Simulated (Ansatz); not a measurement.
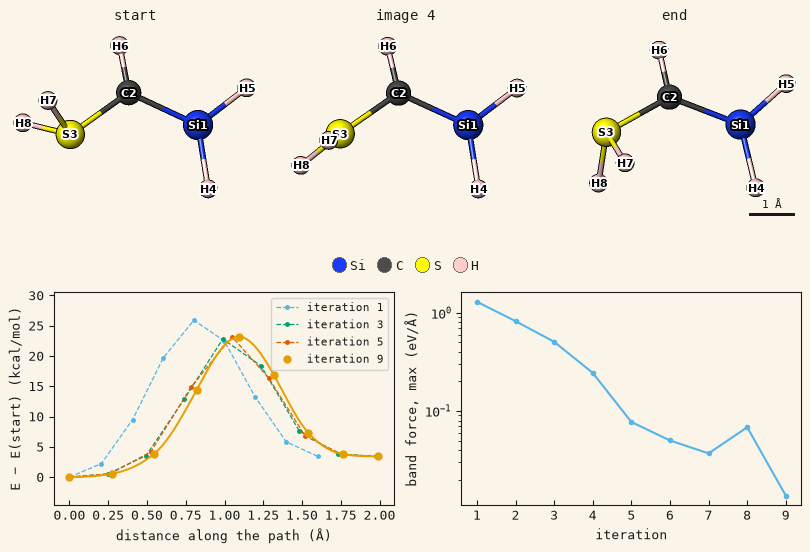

A search for the minimum-energy path of CH5SSi (charge +1) by the nudged elastic band. Images are numbered from 0 (start) to 8 (end). The plot follows the band through its iterations. A ball-and-stick model, seen at a tilt.

Theory: RKS PBE0-D4/def2-SVP in Ansatz 0.2.0.

Input
```yaml
crystal:
  periodic: [false, false, false]
  atoms:
    - { symbol: Si, position_ang: [-0.837542, 0.957393, -0.949972] }
    - { symbol: C, position_ang: [0.125975, 0.287684, 0.323978] }
    - { symbol: S, position_ang: [0.55501, -1.388532, 0.315286] }
    - { symbol: H, position_ang: [-1.305118, 0.101438, -2.062023] }
    - { symbol: H, position_ang: [-1.180977, 2.392095, -0.904636] }
    - { symbol: H, position_ang: [0.48934, 0.891861, 1.161689] }
    - { symbol: H, position_ang: [1.90151, -1.407055, 0.545344] }
    - { symbol: H, position_ang: [0.251801, -1.834884, 1.570334] }
total_charge: 1
basis:
  gaussian: { orbitals: def2-SVP }
hamiltonian:
  xc: pbe0
  dispersion: d4
neb:
  order_check: false
  images: 7
  f_tol: 0.05
  max_iterations: 60
  initial_path: idpp
  final_atoms:
    - { symbol: Si, position_ang: [-0.74501979, 0.85422135, -0.8482949] }
    - { symbol: C, position_ang: [0.21270989, 0.45112039, 0.53460843] }
    - { symbol: S, position_ang: [0.92024636, -1.05953312, 1.02065164] }
    - { symbol: H, position_ang: [-1.09452388, -0.17054177, -1.8577917] }
    - { symbol: H, position_ang: [-1.21283136, 2.24511145, -1.01111735] }
    - { symbol: H, position_ang: [0.46245681, 1.22384101, 1.27025135] }
    - { symbol: H, position_ang: [1.54084719, -1.56071035, -0.08635438] }
    - { symbol: H, position_ang: [-0.08388622, -1.98350897, 0.9780469] }
```

Run as
```bash
ansatz run input.yaml --threads 1 --pin off --max-ram 2048MiB --backend cpu --events-out ev --progress --plain --runs-dir out
```

> Did the band converge, and can the barrier be trusted?

The result is final at these settings. The band converged in 9 iterations. The largest component of the band force went from 1.3 to 0.014 eV/Å. The climbing image converged on the top of the path. Its vibrational analysis gives one imaginary mode (862i cm⁻¹), as a transition state must have. The first iteration put the highest image at 25.9 kcal/mol. The highest point, image 4, lies 23.2 kcal/mol above the start and 19.8 kcal/mol above the end; the end is at +3.4 kcal/mol relative to the start.

The run took 2.3 min on 1 thread of Arm Neoverse V2, on a shared host, peak memory 0.16 GiB.
